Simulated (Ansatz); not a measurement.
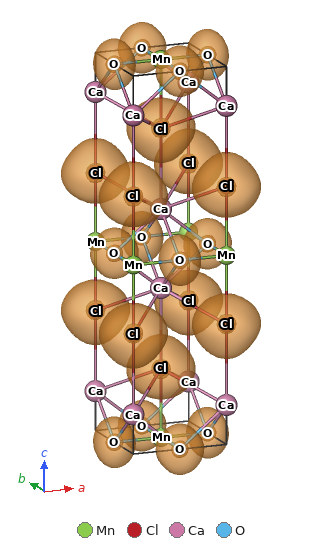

Figure 1: Ca2MnCl2O2. Isosurface of the electron localisation function at 0.65 (orange), seen slightly off an axis. Core shells are left out. Sticks mark near contacts.

Space group I4/mmm; built by placing these elements on a known structure type; not relaxed (largest force 0.8 eV/Å); computed without spin polarisation.

Computed with Ansatz, DFT, PAW plane waves, r2SCAN.

In a PAW calculation such maps are meaningful between the atoms, not at the nuclei.

```yaml
crystal:
  lattice:
    - [3.82470, 0.00000, 0.00000]
    - [0.00000, 3.82470, 0.00000]
    - [0.00000, 0.00000, 14.86382]
  atoms:
    - { symbol: Mn, position: [0.00000, 0.00000, 0.50000] }
    - { symbol: Mn, position: [0.50000, 0.50000, 0.00000] }
    - { symbol: Cl, position: [0.00000, 0.00000, 0.31738] }
    - { symbol: Cl, position: [0.50000, 0.50000, 0.81738] }
    - { symbol: Cl, position: [0.00000, 0.00000, 0.68262] }
    - { symbol: Cl, position: [0.50000, 0.50000, 0.18262] }
    - { symbol: Ca, position: [0.00000, 0.00000, 0.10434] }
    - { symbol: Ca, position: [0.50000, 0.50000, 0.60434] }
    - { symbol: Ca, position: [0.00000, 0.00000, 0.89566] }
    - { symbol: Ca, position: [0.50000, 0.50000, 0.39566] }
    - { symbol: O, position: [0.00000, 0.50000, 0.00000] }
    - { symbol: O, position: [0.50000, 0.00000, 0.50000] }
    - { symbol: O, position: [0.50000, 0.00000, 0.00000] }
    - { symbol: O, position: [0.00000, 0.50000, 0.50000] }
```

> What do the ELF domains correspond to?

The surface consists of four regions wrapped around Cl (the valence shell of each) and four regions wrapped around O (the valence shell of each), counted in one cell of 14 atoms. Regions shared between cells count once.

Values along the shortest contacts:
Mn–O (1.91 Å): the ELF peaks at about 0.85 in the valence shell of O, 0.6 Å from its nucleus, and is about 0.15 at the midpoint: no localised pair shows between them. Ca–O (2.46 Å): the ELF is about 0.05 at the midpoint; no localised pair shows between them.
